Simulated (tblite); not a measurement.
## Frequency calculation, with input and output: C5H12F2SSi

The run: frequency calculation of C5H12F2SSi. Method and program: GFN2-xTB harmonic vibrations, gas phase (tblite 0.8.0).

It belongs to a series of runs on one base structure; here: H on Si replaced by CH2F.

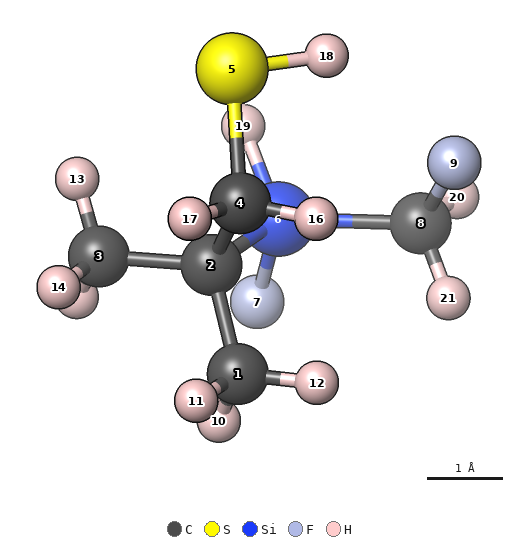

The structure (ball-and-stick view, seen at a tilt; atoms are numbered from 1 in the order of the input).

**Key numbers**

| quantity | value |
| --- | --- |
| outcome | converged |
| total energy | −852.2578 eV |
| zero-point energy | 100.3100 kcal/mol |
| hardware | 1 CPU thread, shared host |
| wall time | 1.7 s |
| peak memory | 0.18 GiB |

**Input file**
```
{"job": {"kind": "ir", "xc": "GFN2-xTB", "basis": "xTB"}, "charge": 0, "multiplicity": 1}
C     -0.643594    -0.919322     1.432461
C     -0.621764    -0.286394     0.034211
C     -1.622465    -1.022697    -0.861267
C     -1.055334     1.174441     0.171082
S     -0.820963     2.137533    -1.367651
Si     1.123923    -0.433242    -0.746471
F      1.563934    -1.986439    -0.586488
C      2.467085     0.485973     0.267864
F      2.211859     1.842465     0.351028
H     -0.334745    -1.960654     1.381947
H     -1.650947    -0.882253     1.845855
H      0.021145    -0.393390     2.115415
H     -1.693733    -0.538453    -1.832729
H     -2.611788    -1.022240    -0.405218
H     -1.315187    -2.054465    -1.012564
H     -0.498706     1.686684     0.953208
H     -2.120715     1.235409     0.399397
H      0.383718     2.610820    -1.071555
H      1.221179    -0.168418    -2.170734
H      3.450883     0.387489    -0.195401
H      2.537293     0.124096     1.297138
```

The first line tells a small driver script what to run in tblite; the rest is the geometry in Å.

Launched with:
```bash
OMP_NUM_THREADS=1 python <driver script> task.json out
```

**Log**
```
mode    cm-1     km/mol
  1      36.6      3.04
  2      65.9      1.09
  3      84.7     10.44
  4     109.4      3.42
  5     137.8      8.13
  6     160.5     11.36
  7     169.3      8.68
  8     224.0      0.65
  9     249.5      2.35
 10     262.6     31.33
 11     276.4     24.33
 12     287.4      2.40
 13     313.2      2.29
 14     347.7      6.23
 15     374.5      7.14
 16     442.7      7.38
 17     582.9     10.24
 18     622.1     90.58
 19     664.2     89.94
 20     716.6     68.76
 21     747.4      5.16
 22     768.8    106.06
 23     790.9    238.71
 24     796.0     11.19
 25     903.5     30.69
 26     943.0      5.13
 27     969.9      0.66
 28     982.4      7.88
 29    1024.2      2.74
 30    1033.2     49.56
 31    1105.8      0.45
 32    1166.8      5.49
 33    1194.1     15.78
 34    1210.4      2.01
 35    1240.8      3.44
 36    1262.6     10.03
 37    1275.2      3.24
 38    1409.7      5.69
 39    1425.0      6.06
 40    1440.9      4.07
 41    1451.2      0.64
 42    1491.9      1.16
 43    1498.8      2.66
 44    1505.1      5.40
 45    1508.6      4.37
 46    2364.6    208.19
 47    2468.6     78.67
 48    2952.8     22.40
 49    2969.8     21.14
 50    2978.7     12.91
 51    3005.7      6.02
 52    3007.2      1.54
 53    3011.3     74.61
 54    3022.3     30.69
 55    3032.6     22.81
 56    3038.5     14.81
 57    3041.5     35.11
```

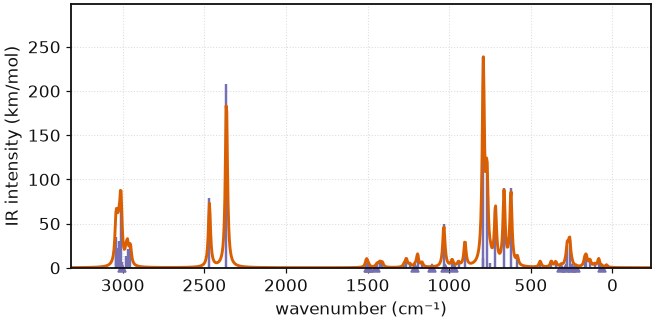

Harmonic infrared spectrum, unscaled: sticks (degenerate modes added up, dark ones marked on the axis) with a Lorentzian envelope of 16 cm⁻¹ full width, scaled to the tallest stick. 57 modes from 37 to 3042 cm⁻¹, none imaginary. The strongest line is at 791 cm⁻¹ (239 km/mol).
